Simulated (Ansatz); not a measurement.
The calculation's input:

```
accuracy: low
crystal:
  lattice:
    - [-3.65, -6.321985, 0.0]
    - [5.475, -3.160993, 0.0]
    - [0.0, 0.0, 11.4683]
  atoms:
    - { symbol: "Y", position: [0.75, 0.5, 0.0] }
    - { symbol: "Y", position: [0.5, 0.3333333, 0.25] }
    - { symbol: "Y", position: [0.75, 0.5, 0.5] }
    - { symbol: "Y", position: [0.5, 0.3333333, 0.75] }
    - { symbol: "Y", position: [0.5, 0.0, 0.0] }
    - { symbol: "Y", position: [0.25, 0.8333333, 0.25] }
    - { symbol: "Y", position: [0.5, 0.0, 0.5] }
    - { symbol: "Y", position: [0.25, 0.8333333, 0.75] }
    - { symbol: "Y", position: [0.25, 0.5, 0.0] }
    - { symbol: "Y", position: [0.0, 0.3333333, 0.25] }
    - { symbol: "Y", position: [0.25, 0.5, 0.5] }
    - { symbol: "Y", position: [0.0, 0.3333333, 0.75] }
    - { symbol: "Y", position: [0.0, 0.0, 0.0] }
    - { symbol: "Y", position: [0.75, 0.8333333, 0.25] }
    - { symbol: "Y", position: [0.0, 0.0, 0.5] }
    - { symbol: "Y", position: [0.75, 0.8333333, 0.75] }
    - { symbol: Li, position: [0.7564799, 0.495235, 0.8086959] }
basis:
  ecutwfc: 420.0
kpoints:
  mp_grid: { grid: [2, 2, 1] }
hamiltonian:
  xc: pbe
scf:
  occupations: { method: fermi_dirac, width: 0.05 }
  lower_state_search: "off"
relax:
  f_tol: 0.08
  max_steps: 25
  adjacent_minimum: "off"
output:
  write_density: true
  write_potential: true
  elf: true
  volumetric_format: npy
```

Command:

```sh
ansatz run input.yaml --threads 2 --pin off --max-ram 5120MiB --backend cpu --events-out ev --progress --plain --runs-dir out
```

The fields are those of the run's last geometry, not of the input's.

Computed without spin polarisation.

Method: DFT PBE, scalar-relativistic, plane waves, PAW in Ansatz 0.2.0.

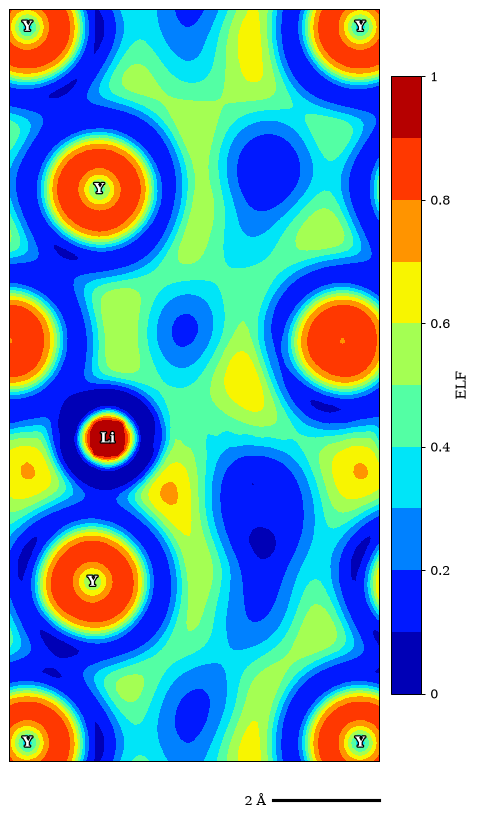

LiY$_{16}$ (cell with a defect). ELF on the (101) plane of the calculation cell.

In a PAW calculation such maps are meaningful between the atoms, not at the nuclei.

**Interpret the plot.**

Atoms in the plane: Y and Li. Atoms just off the plane (Y, 0.4 Å away) can leave unmarked features too. Li–Y (2.75 Å): the ELF is about 0.15 at the midpoint (no localised pair shows between them). Y–Y (3.30 Å): the ELF is about 0.10 at the midpoint; no shared electron pair shows on this line. Y–Y (3.37 Å): the ELF is about 0.15 at the midpoint; no localised pair shows between them. The features right at Y and Li lie inside the PAW spheres, where the map follows smoothed inner orbitals and isn't to be read closely.
